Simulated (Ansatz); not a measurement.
Consider EuCo$_{2}$H$_{2}$.

```
CELL_PARAMETERS angstrom
2.07506 3.59411 0.00000
-4.15012 0.00000 0.00000
0.00000 0.00000 4.48966
ATOMIC_POSITIONS crystal
H 0.66670 0.33340 0.12320
H 0.33330 0.66660 0.87680
Eu 0.00000 0.00000 0.00000
Co 0.66670 0.33340 0.46800
Co 0.33330 0.66660 0.53200
```

Space group P-3m1; built by placing these elements on a known structure type; not relaxed (largest force 0.5 eV/Å); computed pressure about −5 GPa in this cell; no Hubbard U on the f states and no spin–orbit coupling; spin-polarised.

Theory: DFT, PAW plane waves, r2SCAN (Ansatz 0.2.0).

> What can the converged valence pseudo-density, electron localisation function and spin density tell about the bonding?

Co–H (1.55 Å): ρ at the midpoint is about 1.3 e/Å³; the ELF climbs to about 1 towards the hydrogen.
Eu–H (2.46 Å): the density is about 0.26 e/Å³ at the midpoint; the ELF climbs to about 1 towards the hydrogen.
The spin density sits on Eu: −6.5 μB; Co: +1.6 μB (×2) in one cell of 5 atoms: ferrimagnetic (opposed moments on unlike sites) in this solution. The cell of the calculation (5 atoms) carries 3.3 μB of net spin moment.
Bader's partition of the density gives H −0.48, Eu +1.47 and Co −0.25 e.

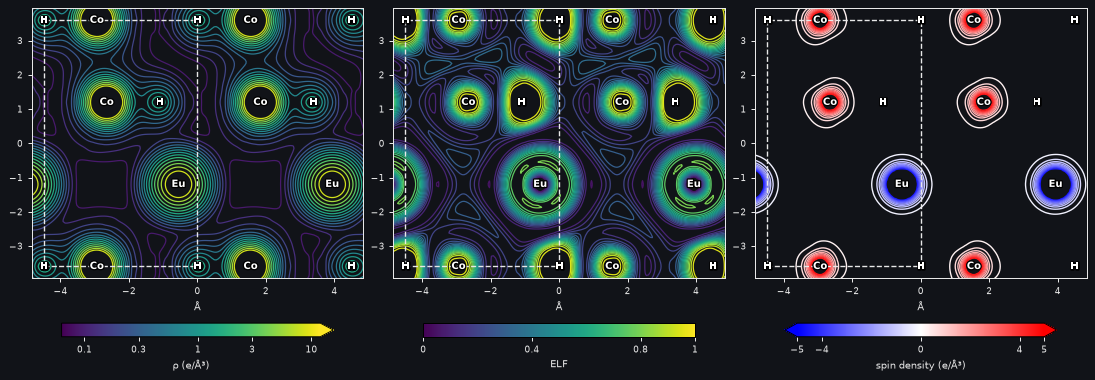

Computed valence pseudo-density, electron localisation function and spin density on the (110) plane of the conventional cell, in this order. 

Core electrons are frozen (PAW), and the valence fields are smoothed inside the atomic spheres.
